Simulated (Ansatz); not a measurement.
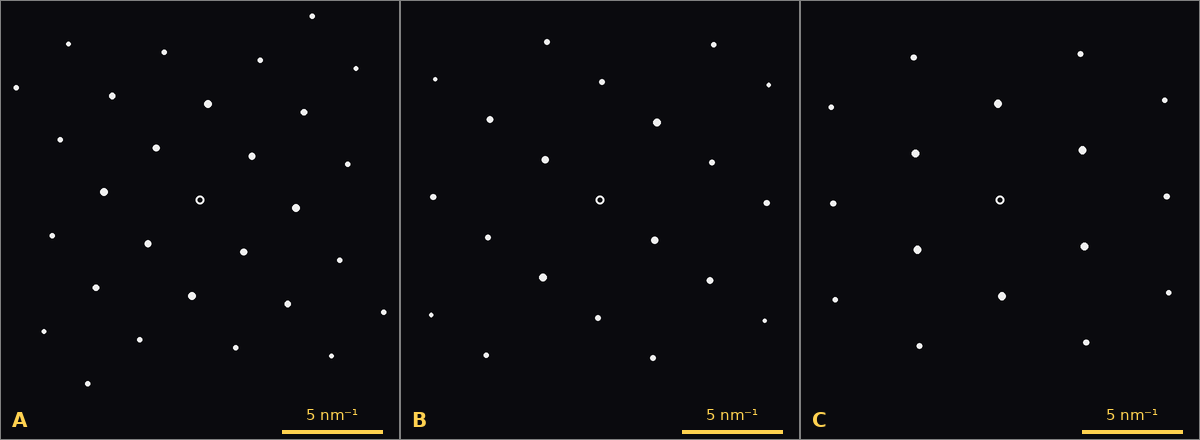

Computed electron diffraction patterns, 300 kV, single scattering only, B = 0.5 Å².

All three come from YbC, space group Pm-3m (No. 221), a = 2.938 Å. Structure: the input geometry of an electronic-structure calculation (not necessarily at equilibrium); the starting structure was generated, so it need not be a known form of this composition.

> Assign the zone axes [001], [110], [111] to A, B and C.

A is [001]: square net of 1 0 0 at d = 2.94 Å and 0 1 0 at d = 2.94 Å, at 90.0°. B is [110]: rectangular net of 0 0 1 at d = 2.94 Å and 1 -1 0 at d = 2.08 Å, at 90.0°. C is [111]: hexagonal net of -1 1 0 at d = 2.08 Å and -1 0 1 at d = 2.08 Å, at 60.0°.
